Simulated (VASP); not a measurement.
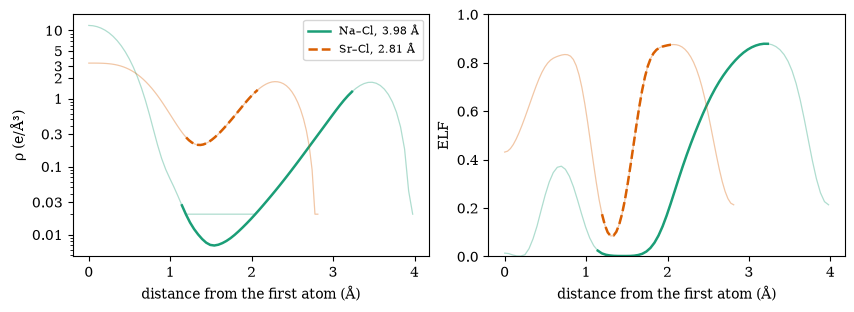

*NaSrCl3. Valence pseudo-density and ELF along straight lines between neighbouring atoms. Thin, pale parts lie inside the atomic spheres.*

Space group Pm-3m; started from the cubic perovskite prototype, which need not be the ambient phase.

Computed with DFT, PBE, plane waves, PAW (VASP 6.6.1).

The density is the valence pseudo-density of a PAW calculation; it isn't the true density close to the nuclei.

> What can be read from the curves?

Na–Cl (3.98 Å): ρ at the midpoint is about 0.02 e/Å³, with its minimum of 0.007 e/Å³ about 1.5 Å from Na; the ELF is about 0.15 at the midpoint and 0 at its lowest between the atoms; no shared electron pair shows on this line.
Sr–Cl (2.81 Å): ρ is about 0.21 e/Å³ halfway; the ELF peaks at about 0.90 in the valence shell of Cl, 0.7 Å from its nucleus, and drops to about 0.10 between the two atoms (a largely ionic contact).
